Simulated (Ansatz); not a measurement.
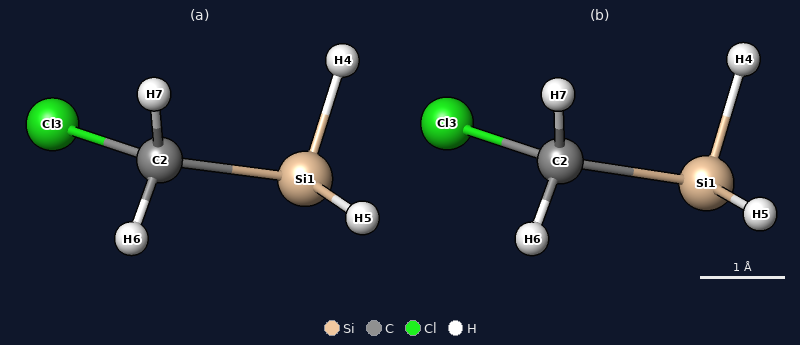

The structure of CH4ClSi (charge −1) before (left) and after (right) a relaxation, at one scale.

The picture is a ball-and-stick view, seen from a free direction.

Computed with RKS PBE0-D4/def2-TZVPD (Ansatz).

The input:
```yaml
crystal:
  periodic: [false, false, false]
  atoms:
    - {symbol: Si, position_ang: [-0.476500, 0.040940, -1.184110]}
    - {symbol: C, position_ang: [0.493490, -0.117740, 0.466840]}
    - {symbol: Cl, position_ang: [0.979630, -1.794280, 0.848440]}
    - {symbol: H, position_ang: [-1.838680, -0.310210, -0.721740]}
    - {symbol: H, position_ang: [-0.545610, 1.527610, -1.182400]}
    - {symbol: H, position_ang: [1.432390, 0.437780, 0.411000]}
    - {symbol: H, position_ang: [-0.044710, 0.215900, 1.361980]}
basis:
  gaussian: {orbitals: def2-TZVPD}
total_charge: -1
hamiltonian: {xc: pbe0, dispersion: d4}
relax: {f_tol: 0.005, max_steps: 200}
```

Run as
```bash
ansatz run in.yaml --threads 2 --pin off --events-out ev --progress --plain --max-ram 4352MiB
```

Question: Describe what moved and what it gained.

Answer: The atom that moves furthest after the best rigid fit is Si1 (0.096 Å). Largest moves by element: Si 0.096 Å, H 0.069 Å, Cl 0.066 Å, C 0.019 Å. Near-neighbour distances that change, for instance: Si1–H4 1.481 → 1.543 Å, Si1–H5 1.488 → 1.549 Å, C2–Cl3 1.787 → 1.829 Å, Si1–C2 1.921 → 1.963 Å. Bond angles that change, for instance: H4–Si1–H5 101.2° → 93.8°, C2–Si1–H5 96.0° → 90.6°, C2–Si1–H4 100.2° → 95.9°. Over 5 geometry steps the energy falls by 0.121 eV. The largest force component goes from 1.2 to 0.0038 eV/Å. The run took 22 s on 2 threads of Arm Neoverse V1, on a shared host.
